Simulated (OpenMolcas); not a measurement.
How methods differ on CH7BSi2 (SMILES CB1[SiH2][SiH2]1)

CH7BSi2: 11 atoms, total charge 0, spin state singlet. SMILES: `CB1[SiH2][SiH2]1`. The coordinates come from a PBE0-D4/def2-TZVP relaxation.

Each level gives the vertical energy of the triplet above the singlet (eV). The values are calculated.

```csv
level,kind,program,value (eV),less CCSD(T)/6-31G*,CPU time (all runs)
SVWN5/6-31G* (spherical functions),LDA,OpenMolcas,3.01,-0.06,1.7 min
PBE/6-31G* (spherical functions),GGA,OpenMolcas,2.84,-0.23,2.3 min
revPBE/6-31G* (spherical functions),GGA,OpenMolcas,2.80,-0.27,2.3 min
M06-L/6-31G* (spherical functions),meta-GGA,OpenMolcas,2.84,-0.23,3 min
TPSS/6-31G* (spherical functions),meta-GGA,OpenMolcas,2.84,-0.23,3.3 min
BHLYP/6-31G* (spherical functions),global hybrid,OpenMolcas,2.89,-0.18,2.2 min
PBE0/6-31G* (spherical functions),global hybrid,OpenMolcas,2.80,-0.27,2.1 min
"CCSD(T)/6-31G* (spherical functions), open shells restricted",coupled cluster or CI,OpenMolcas,3.07,0.00,81 s
```

CCSD(T)/6-31G* (spherical functions), open shells restricted is the highest level here, not the true value. The values span 2.80 to 3.07 eV. Times are those of the runs behind each value, whatever else they computed, on shared processors of several kinds: orders of magnitude only.

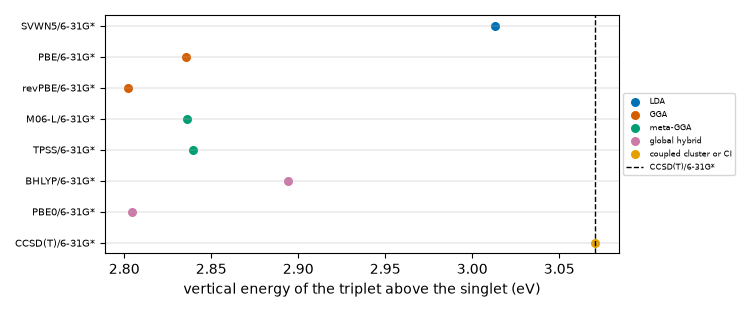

The values of the table, level by level.
